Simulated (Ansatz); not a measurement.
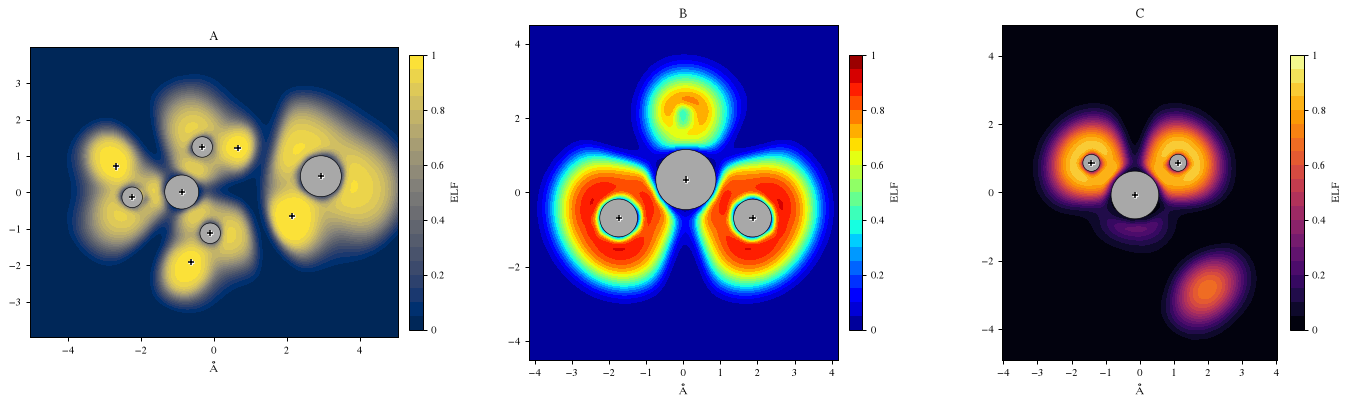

The electron localisation function of 3 systems, each on a plane through atoms (crosses mark nuclei in the plane; grey discs cover the cores).

The calculation used RKS PBE0-D4/def2-TZVPP in Ansatz 0.2.0.

System 1: AlCl₂HO₂···H₂, the plane of atoms Cl3, Al1 and Cl4. The product side of a reaction path; geometry: PBE0-D4/def2-TZVP.

```xyz
8

Al    0.6273   -0.7314    0.3926
H    -2.2396    0.7016   -0.0829
Cl    0.2603   -1.7986   -1.3604
Cl   -0.3233   -1.2622    2.1567
H    -2.1922    0.2779   -0.6970
O     2.0335    0.3238    0.4192
O     0.8297    1.1264    0.0475
H     1.0042    1.3623   -0.8756
```

System 2: F₂H₃NSi···HF, the plane of atoms F3, Si1 and F4. The product side of a reaction path; geometry: PBE0-D4/def2-TZVP.

```yaml
atoms:
  - { symbol: Si, position_ang: [-0.5835, 0.9171, -0.0349] }
  - { symbol: F, position_ang: [-0.1721, -2.6245, 0.2341] }
  - { symbol: F, position_ang: [-1.2476, 0.7173, -1.4537] }
  - { symbol: F, position_ang: [-0.1958, 2.4497, 0.0790] }
  - { symbol: H, position_ang: [-1.5144, 0.5986, 1.0516] }
  - { symbol: H, position_ang: [0.1794, -1.7530, 0.1171] }
  - { symbol: N, position_ang: [0.7872, -0.1173, 0.0029] }
  - { symbol: H, position_ang: [1.3735, -0.1201, -0.8229] }
  - { symbol: H, position_ang: [1.3733, -0.0678, 0.8269] }
```

System 3: BH₃O₃···H₂S, the plane of atoms B1, O6 and H10. The product side of a reaction path; geometry: PBE0-D4/def2-TZVP.

```csv
atom,x (Å),y (Å),z (Å)
B,-0.0136,-1.0250,-0.3275
S,-0.0333,2.4123,1.3929
O,0.8061,-0.7656,0.7238
O,0.0120,-2.2451,-0.9442
H,-0.7445,1.9055,0.3686
O,-0.8844,-0.0696,-0.7968
H,0.9125,2.8956,0.5727
H,0.6974,0.1265,1.0858
H,0.6490,-2.8376,-0.5390
H,-1.4013,-0.3969,-1.5365
```

Match each panel to its system.

Panel A is system 3, BH₃O₃···H₂S: the plane holds B, S, O and H. S2···H8 (2.42 Å): the ELF dips to about 0.10 between them: by its geometry a hydrogen bond between the two molecules, with no shared pair. Panel B is system 1, AlCl₂HO₂···H₂: the plane holds Al and Cl. Al–Cl (2.07 Å): the ELF peaks at about 0.85 in the valence shell of Cl, 0.9 Å from its nucleus, and is about 0.80 at the midpoint. Panel C is system 2, F₂H₃NSi···HF: the plane holds Si and F. Si–F (1.58 Å): the ELF peaks at about 0.85 in the valence shell of F, 0.6 Å from its nucleus, and is about 0.50 at the midpoint.
